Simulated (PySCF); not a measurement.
Consider BFH3N.

```xyz
6

N    -0.7194   -0.0092    0.0118
B     0.6609   -0.0641   -0.0078
F     1.3258    1.0787   -0.1832
H    -1.3154   -0.8065    0.1363
H    -1.2211    0.8558   -0.1003
H     1.2723   -1.0527    0.1216
```

Geometry: GFN2-xTB.

All numbers below come from PBE0/pcSseg-1, SCF density, gas phase, non-relativistic in PySCF.

**Predict the electron density and electron localisation function between the atoms.**

B–F (1.33 Å): ρ at the midpoint is about 2.1 e/Å³; the ELF peaks at about 0.85 between the atoms: a polar covalent bond.
B–N (1.38 Å): ρ at the midpoint is about 2 e/Å³; the ELF peaks at about 0.95 between the atoms; a polar covalent bond.
N–H (1.00 Å): ρ at the midpoint is about 2.9 e/Å³; the ELF climbs to about 1 towards the hydrogen, as it does in any bond to H: an ordinary covalent bond to hydrogen.
B–H (1.17 Å): ρ is about 1.3 e/Å³ halfway; the ELF climbs to about 1 towards the hydrogen; a covalent bond by its length.

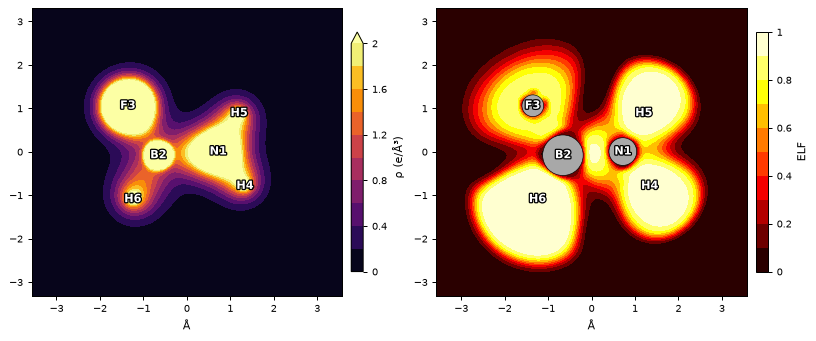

Computed electron density and electron localisation function on the molecular plane, in this order. Grey discs cover the atomic cores in the ELF map. 
